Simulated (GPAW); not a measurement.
The C K edge of atom 3 in YNiC2 (Amm2), with 1 C at 1.37 Å, 1 Ni at 1.93 Å and 1 Ni at 1.98 Å (distorted trigonal planar, site symmetry m), was computed in 2 ways: excited-electron core hole (neutral cell) and half core hole. Program and functional: GPAW, LDA, Gaussian full width 0.9 eV up to 4 eV, rising linearly to 3.5 eV at 25 eV; cells of 16 atoms.

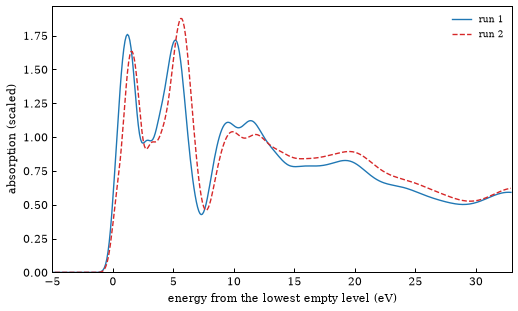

Each run is counted from its own lowest empty level or Fermi level and scaled to a mean of 1 over its first 20 eV.

Q: Which run is which?

Run 1: excited-electron core hole (neutral cell) (area from −2 to 6 eV 8.0, main maxima 1.2 eV (1.76), 5.2 eV (1.72), 9.5 eV (1.11) and 11.4 eV (1.12)). Run 2: half core hole (area from −2 to 6 eV 7.5, main maxima 1.6 eV (1.63), 5.6 eV (1.88), 9.9 eV (1.04) and 19.5 eV (0.89)). 

[Hosts, paths, dates, database ids (printed as entryN), source tags and the programs' standing remarks are cut or masked in the printed files.]

[Lists of maxima count a maximum above −3 eV only where it reaches 4 % of the highest in the window and stands out from its surroundings by 2 % of it (1.5 % where it reaches 55 %); shoulders and weaker maxima are passed over, and of the rest the first, up to two pre-edge ones and the few strongest are named.]
